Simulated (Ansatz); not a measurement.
C3H7F2In

The calculation's input:

```
crystal:
  periodic: [false, false, false]
  atoms:
    - {symbol: C, position_ang: [-0.676991, -0.336775, 1.315283]}
    - {symbol: C, position_ang: [0.346550, 0.108741, 0.282504]}
    - {symbol: C, position_ang: [0.994666, -1.055944, -0.449414]}
    - {symbol: In, position_ang: [-0.513802, 1.520336, -1.105073]}
    - {symbol: F, position_ang: [0.022983, 1.818545, -2.955231]}
    - {symbol: F, position_ang: [-1.984010, 2.751214, -0.752696]}
    - {symbol: H, position_ang: [-0.194709, -0.989667, 2.052198]}
    - {symbol: H, position_ang: [-1.489667, -0.910626, 0.862647]}
    - {symbol: H, position_ang: [-1.121776, 0.501393, 1.854856]}
    - {symbol: H, position_ang: [1.122731, 0.702112, 0.776449]}
    - {symbol: H, position_ang: [0.258728, -1.661700, -0.984205]}
    - {symbol: H, position_ang: [1.488591, -1.715126, 0.274090]}
    - {symbol: H, position_ang: [1.746716, -0.732493, -1.171408]}
basis:
  gaussian: {orbitals: def2-TZVPP}
hamiltonian: {xc: pbe0, dispersion: d4}
output: {orbitals: {seedname: orbitals}}
```

Command:

```sh
ansatz run in.yaml --threads 4 --pin off --events-out ev --progress --plain --max-ram 11315MiB
```

Geometry: PBE0-D4/def2-TZVP; core potentials replace the inner electrons of In.

All numbers below come from Ansatz, RKS PBE0-D4/def2-TZVPP.

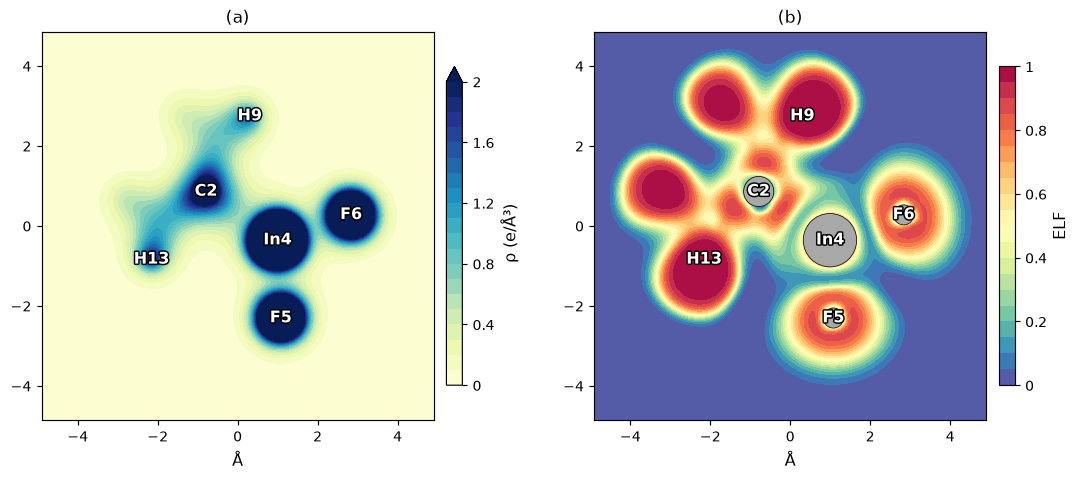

Figure 1. (a) electron density; (b) electron localisation function on the plane of atoms F5, In4 and F6. Grey discs cover the atomic cores in the ELF map.

What do the fields say about this system?

Answer. Atoms in the plane: C, In, F and H.
In–F (1.95 Å): the density is about 0.79 e/Å³ at the midpoint; the ELF peaks at about 0.85 in the valence shell of F, 0.5 Å from its nucleus, and drops to about 0.15 between the two atoms.
C–In (2.16 Å): ρ is about 0.68 e/Å³ halfway; the ELF peaks at about 0.85 in the valence shell of C, 0.7 Å from its nucleus, and drops to about 0.20 between the two atoms.
The ELF also peaks beside F5 and F6, away from the bonds: lone-pair regions.

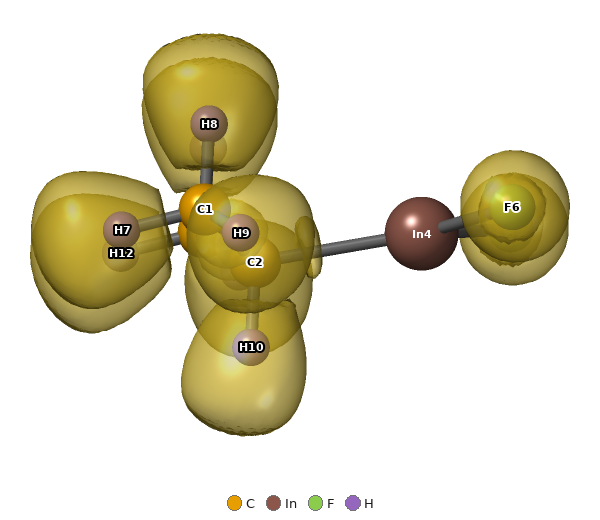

Figure 2. Isosurface of the ELF at 0.8 (yellow), seen from one side. Only the valence region is drawn (cores and ρ < 0.01 e/Å³ removed).

Where are the electrons localised?

Answer. The surface consists of two regions between bonded C–C atoms (shared pairs), seven regions around hydrogen nuclei, one lobe of the valence shell of C pointing towards In (polar bonds) and two regions wrapped around F (the valence shell of each). Profiles from the grid: C–C (1.52 Å): the ELF peaks at about 0.95 between the atoms (a shared electron pair).

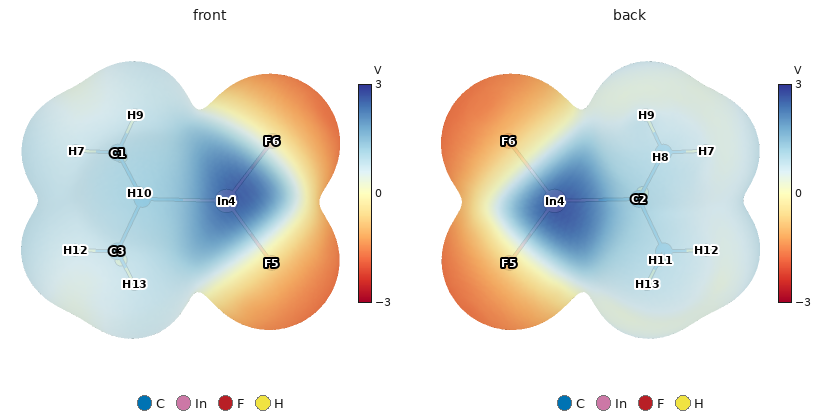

Figure 3. The molecular electrostatic potential painted on the density surface at 0.001 e/bohr³, seen from the front and from behind; red is negative and blue positive.

Describe the electrostatic potential map.

Answer. The most negative region (about −1.7 V) lies over F5 and F6, the most positive (about +2.6 V) over In4.
